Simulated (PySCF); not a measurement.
# CH2OSSi (SMILES O=C1[SiH2]S1), step by step

Wanted: a structure relaxation (PW91/6-31G), then a single-point energy (CCSD(T)/aug-cc-pVDZ), then the vertical excitations (TDA-MPWB1K/pob-TZVP) of CH2OSSi. Input form: a Python script.

Program for the calculation: PySCF 2.14.0.

1 further run of the same task is left out (for a faulty analytic Hessian).

## (1) Starting point

CH2OSSi: 6 atoms, total charge 0, spin state singlet. As SMILES, `O=C1[SiH2]S1`. Geometry: a rough force-field guess. The run starts from this shape.

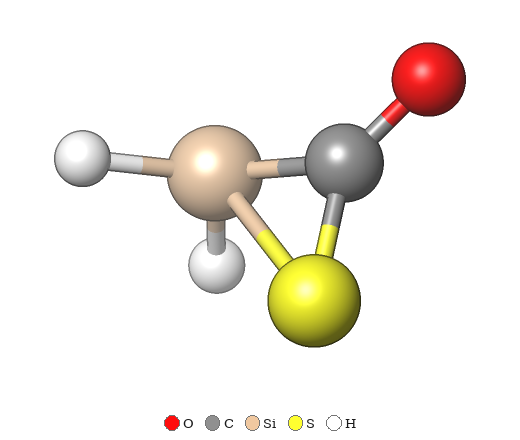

The structure, seen from a chosen angle (oxygen red, carbon grey, silicon light orange, sulfur yellow, hydrogen white).

## (2) A geometry optimisation at PW91/6-31G (density fitting with cc-pvtz-jkfit) (run 1)

File calc.py:

```python
from pyscf import gto, dft
from pyscf.geomopt.geometric_solver import kernel as optimise

system = gto.Mole()
system.atom = [
    ('O', (-0.563000, -2.015900, 0.514200)),
    ('C', (-0.521100, -0.852800, 0.045400)),
    ('Si', (0.630500, 0.401100, 0.243500)),
    ('S', (-1.384900, 0.040500, -0.994300)),
    ('H', (1.578500, 0.729000, -0.888300)),
    ('H', (0.302200, 1.634100, 1.033300)),
]
system.spin = 0
system.charge = 0
system.basis = '6-31g'
system.max_memory = 1860
system.verbose = 3
system.build()

mf = dft.RKS(system, xc='pw91')
mf = mf.density_fit(auxbasis='cc-pvtz-jkfit')
converged, mol_eq = optimise(mf, maxsteps=100)
print('converged:', converged)
print(mol_eq.tostring())

mf.reset(mol_eq)
system = mol_eq
mf.kernel()
energy = mf.e_tot
print(f'total energy: {energy:.8f} hartree')
```

Started as:

```
$ OMP_NUM_THREADS=1 python calc.py
```

What it wrote:

```text
maxiter                   100
----------------------------------------------------------
Custom engine selected.
Bonds will be generated from interatomic distances less than 1.20 times sum of covalent radii
18 internal coordinates being used (instead of 18 Cartesians)
Internal coordinate system (atoms numbered from 1):
Distance 1-2
Distance 2-3
Distance 2-4
Distance 3-4
Distance 3-5
Distance 3-6
Angle 1-2-4
Angle 3-2-4
Angle 2-3-4
Angle 2-3-5
Angle 2-3-6
Angle 4-3-5
Angle 4-3-6
Angle 5-3-6
Angle 2-4-3
Out-of-Plane 2-1-3-4
Dihedral 1-2-3-4
Dihedral 1-2-3-5
Dihedral 1-2-3-6
Dihedral 4-2-3-5
Dihedral 4-2-3-6
Dihedral 1-2-4-3
Dihedral 5-3-4-2
Dihedral 6-3-4-2
Translation-X 1-6
Translation-Y 1-6
Translation-Z 1-6
Rotation-A 1-6
Rotation-B 1-6
Rotation-C 1-6
> ===== Optimization Info: ====
> Job type: Energy minimization
> Maximum number of optimization cycles: 100
> Initial / maximum trust radius (Angstrom): 0.100 / 0.300
> Convergence Criteria:
[... 18 lines left out ...]
WARN: Mole.unit (angstrom) is changed to Bohr
[... 12 lines left out ...]
Step    0 : Gradient = 9.411e-02/1.680e-01 (rms/max) Energy = -801.9569723633
[... 34 lines left out ...]
converged SCF energy = -802.001553870132
[... 45 lines left out ...]
converged SCF energy = -802.004880745858
[... 45 lines left out ...]
converged SCF energy = -802.006288626143
[... 45 lines left out ...]
converged SCF energy = -802.006615450207
[... 45 lines left out ...]
converged SCF energy = -802.00664741754
[... 35 lines left out ...]
Converged! =D
[... 1 line left out ...]
converged: True
O          -0.60780762       -2.13922635        0.59421647
C          -0.46430017       -1.01276183        0.15713657
Si          0.48608901        0.62814376        0.02464576
S          -1.48004379        0.10704048       -1.05728663
H           1.71446120        0.72417865       -0.83775137
H           0.38832050        1.64822501        1.12542696
converged SCF energy = -802.006647891408
total energy: -802.00664789 hartree
```

It took 68 s on 1 thread of AMD EPYC 7R43 (Zen 3), shared host; peak memory 0.51 GiB.

The path in brief:

```
step  energy from the first frame kept (eV)  largest force (eV/Å)
   0                                 0.0000                8.6398
   1                                -0.9870                4.1313
   2                                -1.2131                1.2145
   3                                -1.2680                0.6843
   4                                -1.3037                0.7590
   5                                -1.3286                0.6459
   6                                -1.3420                0.3591
   7                                -1.3499                0.2661
   8                                -1.3509                0.1416
   9                                -1.3516                0.0453
  10                                -1.3517                0.0213
  11                                -1.3517                0.0044
```

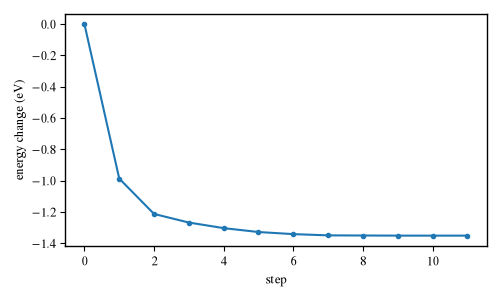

Energy along the run.

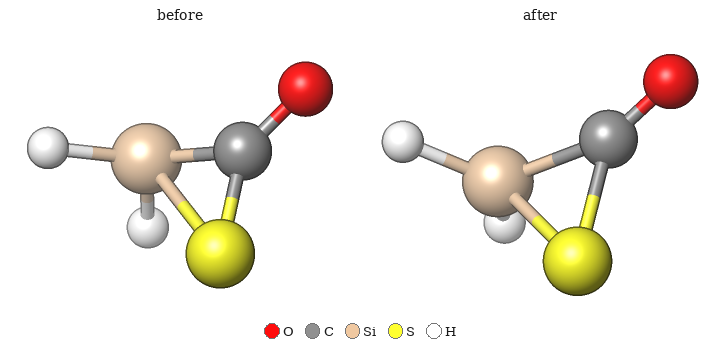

Before and after, at one scale.

After the run. Bond lengths: O1–C2 1.217 Å, C2–Si3 1.901 Å, Si3–S4 2.304 Å, Si3–H5 1.504 Å, Si3–H6 1.504 Å. Angles: O1–C2–Si3 152.0°, C2–Si3–S4 53.9°, C2–Si3–H5 120.2°, C2–Si3–H6 120.1°, S4–Si3–H5 116.2°, S4–Si3–H6 116.2°, H5–Si3–H6 115.4°. A long bond or contact: C2–S4 1.939 Å.

## (3) The energy at CCSD(T)/aug-cc-pVDZ (run 3)

File start.xyz:

```xyz
6
CH2OSSi
O     -0.607808    -2.139226     0.594216
C     -0.464300    -1.012762     0.157137
Si     0.486089     0.628144     0.024646
S     -1.480044     0.107040    -1.057287
H      1.714461     0.724179    -0.837751
H      0.388320     1.648225     1.125427
```

File job.py:

```python
from pyscf import gto, scf, cc

mol = gto.M(
    atom='start.xyz',
    max_memory=1860,
    basis='aug-cc-pvdz',
    verbose=3,
)

hf = scf.RHF(mol)
hf.kernel()

mycc = cc.CCSD(hf, frozen=12)
mycc.kernel()
e_t = mycc.ccsd_t()
etot = mycc.e_tot + e_t
print('E(%s) = %.9f' % ('CCSD(T)', etot))
```

Started as:

```
$ OMP_NUM_THREADS=1 python job.py
```

What it wrote:

```text
converged SCF energy = -800.333126386137
E(CCSD) = -800.9338578989046  E_corr = -0.6007315127674537
CCSD(T) correction = -0.030083737349066
E(CCSD(T)) = -800.963941636
```

Run time: 55 s. Hardware: 1 thread of AMD EPYC 7R43 (Zen 3), shared host; peak memory 0.93 GiB.

## (4) The excited states at TDA-MPWB1K/pob-TZVP (spin of roots singlet) (run 4)

File calc.py:

```python
from pyscf import gto, dft, tdscf

molecule = gto.Mole()
molecule.atom = [
    ('O', (-0.607808, -2.139226, 0.594216)),
    ('C', (-0.464300, -1.012762, 0.157137)),
    ('Si', (0.486089, 0.628144, 0.024646)),
    ('S', (-1.480044, 0.107040, -1.057287)),
    ('H', (1.714461, 0.724179, -0.837751)),
    ('H', (0.388320, 1.648225, 1.125427)),
]
molecule.basis = 'pob-tzvp'
molecule.max_memory = 1860
molecule.charge = 0
molecule.verbose = 4
molecule.build()

mf = dft.RKS(molecule)
mf.xc = 'mpwb1k'
mf.kernel()

energy = mf.e_tot
print(f'total energy: {energy:.8f} hartree')

td = tdscf.TDA(mf)
td.nstates = 3
td.kernel()
td.analyze()
roots = td.e * 27.211386
osc = td.oscillator_strength()
print('state   eV      nm      f')
for i, (w, f) in enumerate(zip(roots, osc), 1):
    print('%3d %9.4f %8.1f %9.5f' % (i, w, 1239.842 / w, f))
```

Started as:

```
$ OMP_NUM_THREADS=1 python calc.py
```

What it wrote:

```text
PySCF version 2.14.0

[... 76 lines left out ...]
converged SCF energy = -802.086613778676
total energy: -802.08661378 hartree
[... 1 line left out ...]
******** <class 'pyscf.tdscf.rks.TDA'> for <class 'pyscf.dft.rks.RKS'> ********
nstates = 3 singlet
deg_eia_thresh = 1.000e-03
wfnsym = None
conv_tol = 1e-05
eigh lindep = 1e-12
eigh level_shift = 0
eigh max_cycle = 100

Excitation energies (eV)
[3.60316569 4.69103172 4.79582154]

** Singlet excitation energies and oscillator strengths **
      23 -> 25        0.69452
      21 -> 24       -0.14919
      23 -> 24        0.67887
      22 -> 24        0.69108
      22 -> 26       -0.13052

** Transition electric dipole moments (AU) **
state          X           Y           Z        Dip. S.      Osc.
  1         0.0540     -0.0379     -0.0808      0.0109      0.0010
  2        -0.3815     -0.2781     -0.1256      0.2386      0.0274
  3         0.0672     -0.0488     -0.1020      0.0173      0.0020

** Transition velocity dipole moments (imaginary part, AU) **
state          X           Y           Z        Dip. S.      Osc.
  1        -0.0102      0.0071      0.0151      0.0004      0.0019
  2        -0.0313      0.0323     -0.0361      0.0033      0.0129
  3         0.0271     -0.0189     -0.0404      0.0027      0.0103

** Transition magnetic dipole moments (imaginary part, AU) **
state          X           Y           Z
  1        -0.3339     -1.0805      0.2877
  2        -0.1361      0.0939      0.1990
  3         0.3378      0.0548      0.2042
state   eV      nm      f
  1    3.6032    344.1   0.00096
  2    4.6910    264.3   0.02743
  3    4.7958    258.5   0.00203
```

Wall time 2 min (1 thread of AMD EPYC 7R43 (Zen 3), shared host); peak memory 0.7 GiB.

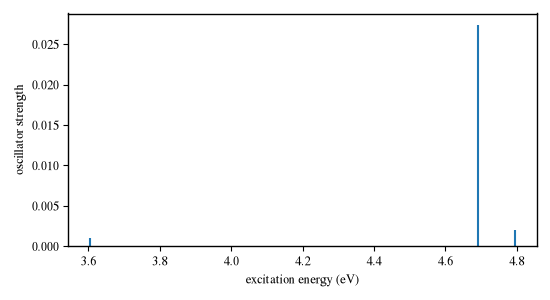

Vertical excitations as sticks.

The roots found:

```
excited state  energy (eV)  strength
            1        3.603    0.0010
            2        4.691    0.0274
            3        4.796    0.0020
```

## (5) Outcome

| quantity | value |
| --- | --- |
| run 1, PW91/6-31G: total energy at the end | -802.00665 Eh |
| run 1, PW91/6-31G: dipole moment | 3.45 D |
| run 1, PW91/6-31G: HOMO energy | -6.08 eV |
| run 1, PW91/6-31G: LUMO energy | -2.70 eV |
| run 1, PW91/6-31G: HOMO–LUMO gap | 3.38 eV |
| run 3, CCSD(T)/aug-cc-pVDZ: total energy | -800.96394 Eh |
| run 3, CCSD(T)/aug-cc-pVDZ: dipole moment (Hartree–Fock density) | 4.38 D |
| run 3, CCSD(T)/aug-cc-pVDZ: HOMO energy (Hartree–Fock orbitals) | -10.00 eV |
| run 3, CCSD(T)/aug-cc-pVDZ: LUMO energy (Hartree–Fock orbitals) | 0.69 eV |
| run 3, CCSD(T)/aug-cc-pVDZ: HOMO–LUMO gap (Hartree–Fock orbitals) | 10.69 eV |
| run 3, CCSD(T)/aug-cc-pVDZ: correlation energy (12 core orbitals frozen) | -630.8 mEh |
| run 3, CCSD(T)/aug-cc-pVDZ: (T) correction | -30.08 mEh |
| run 3, CCSD(T)/aug-cc-pVDZ: T1 diagnostic | 0.023 |
| run 4, TDA-MPWB1K/pob-TZVP: ground-state or mean-field energy | -802.08661 Eh |
| run 4, TDA-MPWB1K/pob-TZVP: dipole moment (MPWB1K Kohn–Sham density) | 3.80 D |
| run 4, TDA-MPWB1K/pob-TZVP: HOMO energy (MPWB1K Kohn–Sham orbitals) | -7.92 eV |
| run 4, TDA-MPWB1K/pob-TZVP: LUMO energy (MPWB1K Kohn–Sham orbitals) | -0.89 eV |
| run 4, TDA-MPWB1K/pob-TZVP: HOMO–LUMO gap (MPWB1K Kohn–Sham orbitals) | 7.03 eV |
| run 4, TDA-MPWB1K/pob-TZVP: lowest singlet excitation energy | 3.60 eV |

The optimisation (run 1, PW91/6-31G) took 11 steps and changed the energy by -1.352 eV. The T1 diagnostic (run 3, CCSD(T)/aug-cc-pVDZ) of 0.023 is above the customary mark for such species, so a single reference may not serve. Mulliken charges (run 3, CCSD(T)/aug-cc-pVDZ) of the mean-field density run from -0.56 on O1 to +0.86 on Si3; in a basis this large or diffuse they mean little. The triples (run 3, CCSD(T)/aug-cc-pVDZ) make up 4.8 % of the correlation energy. The brightest of the 3 transitions from the ground state lies at 4.69 eV (264 nm, f = 0.027); the lowest, at 3.60 eV, has f = 0.001. Mulliken charges (run 4, TDA-MPWB1K/pob-TZVP) of the mean-field density run from -0.38 on O1 to +0.65 on Si3.
